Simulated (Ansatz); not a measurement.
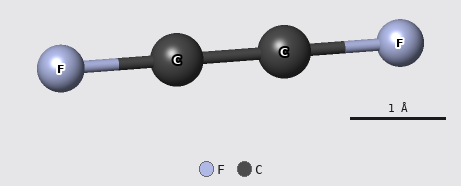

*The input geometry (ball-and-stick view, seen at a tilt).*

Run report: C₂F₂, geometry relaxation

The run: geometry relaxation of C₂F₂, SMILES FC#CF. Method and program: RHF-CCSD(T), frozen core/cc-pV(T+d)Z (Ansatz 0.2.0).

What the program printed:
```
The last accepted step is kept in [file] (removed where the run ends without a failure and the disk answers)
Engine: ansatz 0.2.0, aarch64-unknown-linux-gnu
Functional definition: HF
  exchange = exact_x
  correlation = 0
872 factors; integrals over basis functions are off by at most 3.8e-4 eV
mean field evaluation 1: about -7470.4103 eV, gradient 2.3e1 eV
mean field evaluation 2: about -7470.4118 eV, gradient 2.3e1 eV
mean field evaluation 4: about -7471.3658 eV, gradient 2.2e0 eV
mean field evaluation 8: about -7471.3742 eV, gradient 4.0e-3 eV
mean field evaluation 16: about -7471.3742 eV, gradient 3.1e-6 eV
mean field -7471.37421420 eV, -274.5679380925 hartree, gradient 3.1e-6 eV, S^2 0.000000; 0 other end points of the search recorded, 0 dependent functions left out
4 core orbitals not correlated: weight in the atoms' cores, before any rotation towards them, 1.000 or more for the frozen orbitals, at most 0.000 for the correlated occupied ones
reference -7471.37421420 eV, -274.5679380925 hartree; 11, 11 occupied and 105, 105 virtual orbitals, 872 factors
second order -21.47968498 eV of doubles, -0.00000000 eV of singles
cycle   1  -20.96025047 eV  change    5.2e-1 eV  update   9.9e-2
cycle   2  -21.43949213 eV  change   -4.8e-1 eV  update   3.2e-2
cycle   3  -21.55826445 eV  change   -1.2e-1 eV  update   1.5e-2
cycle   4  -21.54700747 eV  change    1.1e-2 eV  update   3.7e-3
cycle   5  -21.54662457 eV  change    3.8e-4 eV  update   1.3e-3
cycle   6  -21.54812634 eV  change   -1.5e-3 eV  update   3.2e-4
cycle   7  -21.54808926 eV  change    3.7e-5 eV  update   1.0e-4
cycle   8  -21.54805568 eV  change    3.4e-5 eV  update   2.9e-5
cycle   9  -21.54807420 eV  change   -1.9e-5 eV  update   9.7e-6
cycle  10  -21.54807751 eV  change   -3.3e-6 eV  update   2.5e-6
perturbative correction -0.85336400 eV, -0.0313605484 hartree
the calculation of the forces begins
relax step   1: F+E_penalty+E_count = -7493.77565571 eV  Δ(F+E_penalty+E_count) = +0.000e0 eV  max|allowed force component| = 6.427e-1 eV/Å  Δτ_max = 0.0000 Å  (54 SCF iters, accepted)
these checks for a lower state are left out or cut short: starts, cluster_reference, orbital_swaps, neighbouring_geometries, increment
872 factors; integrals over basis functions are off by at most 3.9e-4 eV
mean field -7471.32718757 eV, -274.5662098958 hartree, gradient 1.5e-6 eV, S^2 0.000000; 0 other end points of the search recorded, 0 dependent functions left out
4 core orbitals not correlated: weight in the atoms' cores, before any rotation towards them, 1.000 or more for the frozen orbitals, at most 0.000 for the correlated occupied ones
reference -7471.32718757 eV, -274.5662098958 hartree; 11, 11 occupied and 105, 105 virtual orbitals, 872 factors
second order -21.53725057 eV of doubles, -0.00000000 eV of singles
cycle   1  -20.99539832 eV  change    5.4e-1 eV  update   1.0e-1
cycle   2  -21.48344329 eV  change   -4.9e-1 eV  update   3.3e-2
cycle   3  -21.60509534 eV  change   -1.2e-1 eV  update   1.5e-2
cycle   4  -21.59401106 eV  change    1.1e-2 eV  update   3.8e-3
cycle   5  -21.59367975 eV  change    3.3e-4 eV  update   1.4e-3
cycle   6  -21.59529426 eV  change   -1.6e-3 eV  update   3.4e-4
cycle   7  -21.59526357 eV  change    3.1e-5 eV  update   1.1e-4
cycle   8  -21.59522851 eV  change    3.5e-5 eV  update   3.1e-5
cycle   9  -21.59524922 eV  change   -2.1e-5 eV  update   1.1e-5
cycle  10  -21.59525321 eV  change   -4.0e-6 eV  update   2.8e-6
perturbative correction -0.86385935 eV, -0.0317462456 hartree
the calculation of the forces begins
relax step   2: F+E_penalty+E_count = -7493.78630014 eV  Δ(F+E_penalty+E_count) = -1.064e-2 eV  max|allowed force component| = 2.286e-1 eV/Å  Δτ_max = 0.0118 Å  (39 SCF iters, accepted)
these checks for a lower state are left out or cut short: starts, cluster_reference, orbital_swaps, neighbouring_geometries, increment
872 factors; integrals over basis functions are off by at most 4.0e-4 eV
mean field evaluation 32: about -7471.3177 eV, gradient 2.4e-6 eV
mean field -7471.31765596 eV, -274.5658596154 hartree, gradient 1.6e-6 eV, S^2 0.000000; 0 other end points of the search recorded, 0 dependent functions left out
4 core orbitals not correlated: weight in the atoms' cores, before any rotation towards them, 1.000 or more for the frozen orbitals, at most 0.000 for the correlated occupied ones
reference -7471.31765596 eV, -274.5658596154 hartree; 11, 11 occupied and 105, 105 virtual orbitals, 872 factors
second order -21.54665133 eV of doubles, -0.00000000 eV of singles
cycle   1  -21.00225523 eV  change    5.4e-1 eV  update   1.0e-1
cycle   2  -21.49161206 eV  change   -4.9e-1 eV  update   3.3e-2
cycle   3  -21.61388663 eV  change   -1.2e-1 eV  update   1.5e-2
cycle   4  -21.60280853 eV  change    1.1e-2 eV  update   3.9e-3
cycle   5  -21.60249994 eV  change    3.1e-4 eV  update   1.4e-3
cycle   6  -21.60412948 eV  change   -1.6e-3 eV  update   3.4e-4
cycle   7  -21.60409916 eV  change    3.0e-5 eV  update   1.1e-4
cycle   8  -21.60406317 eV  change    3.6e-5 eV  update   3.2e-5
cycle   9  -21.60408382 eV  change   -2.1e-5 eV  update   1.1e-5
cycle  10  -21.60408766 eV  change   -3.8e-6 eV  update   2.8e-6
perturbative correction -0.86536653 eV, -0.0318016334 hartree
the calculation of the forces begins
relax step   3: F+E_penalty+E_count = -7493.78711014 eV  Δ(F+E_penalty+E_count) = -8.100e-4 eV  max|allowed force component| = 6.535e-3 eV/Å  Δτ_max = 0.0036 Å  (39 SCF iters, accepted)
these checks for a lower state are left out or cut short: starts, cluster_reference, orbital_swaps, neighbouring_geometries, increment
872 factors; integrals over basis functions are off by at most 4.0e-4 eV
mean field -7471.31736973 eV, -274.5658490967 hartree, gradient 3.2e-6 eV, S^2 0.000000; 0 other end points of the search recorded, 0 dependent functions left out
4 core orbitals not correlated: weight in the atoms' cores, before any rotation towards them, 1.000 or more for the frozen orbitals, at most 0.000 for the correlated occupied ones
reference -7471.31736973 eV, -274.5658490967 hartree; 11, 11 occupied and 105, 105 virtual orbitals, 872 factors
second order -21.54691080 eV of doubles, -0.00000000 eV of singles
cycle   1  -21.00244583 eV  change    5.4e-1 eV  update   1.0e-1
cycle   2  -21.49183877 eV  change   -4.9e-1 eV  update   3.3e-2
cycle   3  -21.61413029 eV  change   -1.2e-1 eV  update   1.5e-2
cycle   4  -21.60305276 eV  change    1.1e-2 eV  update   3.9e-3
cycle   5  -21.60274456 eV  change    3.1e-4 eV  update   1.4e-3
cycle   6  -21.60437520 eV  change   -1.6e-3 eV  update   3.4e-4
cycle   7  -21.60434519 eV  change    3.0e-5 eV  update   1.1e-4
cycle   8  -21.60430884 eV  change    3.6e-5 eV  update   3.2e-5
cycle   9  -21.60432896 eV  change   -2.0e-5 eV  update   1.1e-5
cycle  10  -21.60433345 eV  change   -4.5e-6 eV  update   2.8e-6
perturbative correction -0.86540799 eV, -0.0318031569 hartree
the calculation of the forces begins
relax step   4: F+E_penalty+E_count = -7493.78711116 eV  Δ(F+E_penalty+E_count) = -1.021e-6 eV  max|allowed force component| = 4.422e-5 eV/Å  Δτ_max = 0.0001 Å  (25 SCF iters, accepted)
872 factors; integrals over basis functions are off by at most 4.0e-4 eV
mean field -7471.31736973 eV, -274.5658490967 hartree, gradient 3.2e-6 eV, S^2 0.000000; 1 other end points of the search recorded, 0 dependent functions left out
mean field evaluation 64: about -7471.3174 eV, gradient 6.0e-6 eV
4 core orbitals not correlated: weight in the atoms' cores, before any rotation towards them, 1.000 or more for the frozen orbitals, at most 0.000 for the correlated occupied ones
reference -7471.31736973 eV, -274.5658490967 hartree; 11, 11 occupied and 105, 105 virtual orbitals, 872 factors
second order -21.54691080 eV of doubles, -0.00000000 eV of singles
cycle   1  -21.00244583 eV  change    5.4e-1 eV  update   1.0e-1
cycle   2  -21.49183877 eV  change   -4.9e-1 eV  update   3.3e-2
cycle   3  -21.61413029 eV  change   -1.2e-1 eV  update   1.5e-2
cycle   4  -21.60305276 eV  change    1.1e-2 eV  update   3.9e-3
cycle   5  -21.60274456 eV  change    3.1e-4 eV  update   1.4e-3
cycle   6  -21.60437520 eV  change   -1.6e-3 eV  update   3.4e-4
cycle   7  -21.60434519 eV  change    3.0e-5 eV  update   1.1e-4
cycle   8  -21.60430884 eV  change    3.6e-5 eV  update   3.2e-5
cycle   9  -21.60432896 eV  change   -2.0e-5 eV  update   1.1e-5
cycle  10  -21.60433337 eV  change   -4.4e-6 eV  update   2.8e-6
```

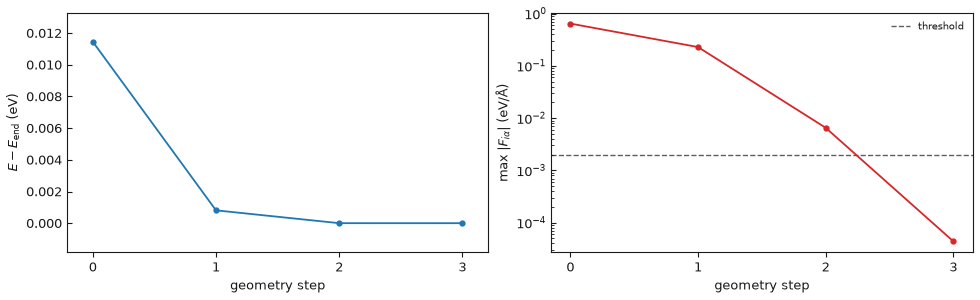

*Progress of the relaxation, step by step (the first geometry is step 0 here and step 1 in the log).*

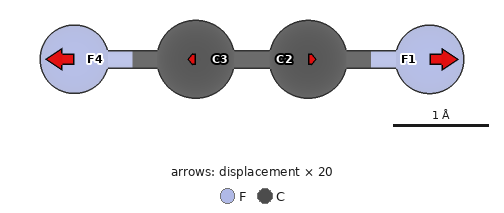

*The starting structure with the displacements as red arrows, magnified 20 times (ball-and-stick view, seen on its broad side). The two geometries are laid on each other by the best rigid fit.*

The largest moves after the best rigid fit, 0.016 Å, are those of F1 and F4. By element the largest moves are F 0.016 Å, C 0.004 Å. Among the contacts that change: C3–F4 1.278 → 1.289 Å, C2–C3 1.184 → 1.193 Å. The energy falls by 0.011 eV in 3 geometry steps. The largest force component goes from 0.64 to under 0.0001 eV/Å. (Atoms are counted from 1 in the order of the input.)

```
perturbative correction -0.86540797 eV, -0.0318031563 hartree
the calculation of the forces begins
Total energy: -7493.78711107 eV, -275.3915968606 hartree
Atom 0 at     0.000000     0.000000    -1.884975 Å, force    -0.000000     0.000000    -0.000044 eV/Å
Atom 1 at    -0.000000    -0.000000    -0.596365 Å, force    -0.000000    -0.000000     0.000043 eV/Å
Atom 2 at    -0.000000    -0.000000     0.596373 Å, force     0.000000    -0.000000    -0.000043 eV/Å
Atom 3 at     0.000000     0.000000     1.884978 Å, force    -0.000000     0.000000     0.000044 eV/Å
Dipole moment:    -0.000000    -0.000000     0.000000 e Å
```

Trajectory as extended XYZ (Å, eV, eV/Å), 4 frames, from step=1 to step=4:
```
4
Properties=species:S:1:pos:R:3:forces:R:3 step=1 energy=-7493.77566
F     0.0000    0.0000   -1.8695    0.0000   0.0000  -0.6427
C     0.0000    0.0000   -0.5919    0.0000   0.0000  -0.3659
C     0.0000    0.0000    0.5920    0.0000   0.0000   0.3659
F     0.0000    0.0000    1.8695    0.0000   0.0000   0.6427
4
Properties=species:S:1:pos:R:3:forces:R:3 step=2 energy=-7493.78630
F     0.0000    0.0000   -1.8813    0.0000   0.0000  -0.2137
C     0.0000    0.0000   -0.5965    0.0000   0.0000   0.2286
C     0.0000    0.0000    0.5965    0.0000   0.0000  -0.2286
F     0.0000    0.0000    1.8813    0.0000   0.0000   0.2137
4
Properties=species:S:1:pos:R:3:forces:R:3 step=3 energy=-7493.78711
F     0.0000    0.0000   -1.8849    0.0000   0.0000  -0.0059
C     0.0000    0.0000   -0.5964    0.0000   0.0000   0.0065
C     0.0000    0.0000    0.5964    0.0000   0.0000  -0.0065
F     0.0000    0.0000    1.8849    0.0000   0.0000   0.0059
4
Properties=species:S:1:pos:R:3:forces:R:3 step=4 energy=-7493.78711
F     0.0000    0.0000   -1.8850    0.0000   0.0000   0.0000
C     0.0000    0.0000   -0.5964    0.0000   0.0000   0.0000
C     0.0000    0.0000    0.5964    0.0000   0.0000   0.0000
F     0.0000    0.0000    1.8850    0.0000   0.0000   0.0000
```

The run was set up as follows.

Input file:
```yaml
crystal:
  periodic: [false, false, false]
  atoms:
    - { symbol: F, position_ang: [0.0, 0.0, -1.86946637] }
    - { symbol: C, position_ang: [0.0, 0.0, -0.59194514] }
    - { symbol: C, position_ang: [0.0, 0.0, 0.59195223] }
    - { symbol: F, position_ang: [0.0, 0.0, 1.86946929] }
basis:
  gaussian: { orbitals: "cc-pV(T+d)Z.json" }
correlation:
  method: ccsd_t
relax:
  f_tol: 0.002
  max_steps: 40
```

Launch command:
```bash
ansatz run input.yaml --threads 4 --pin off --max-ram 10240MiB --backend cpu --events-out ev --progress --plain --runs-dir out
```

Key numbers:

| quantity | value |
| --- | --- |
| outcome | converged |
| total energy | −7493.7871 eV |
| mean-field energy | −7471.3174 eV |
| CCSD correlation | −21.6043 eV |
| (T) correction | −0.8654 eV |
| T1 diagnostic | 0.013 |
| SCF solution under orbital rotations | stable |
| largest force (length of the vector) at the end | under 0.001 eV/Å |
| hardware | 4 threads of Arm Neoverse V1, 24 GiB of memory available, shared host |
| wall time | 2.4 min (CPU time 9.2 min) |
| peak memory | 1 GiB |
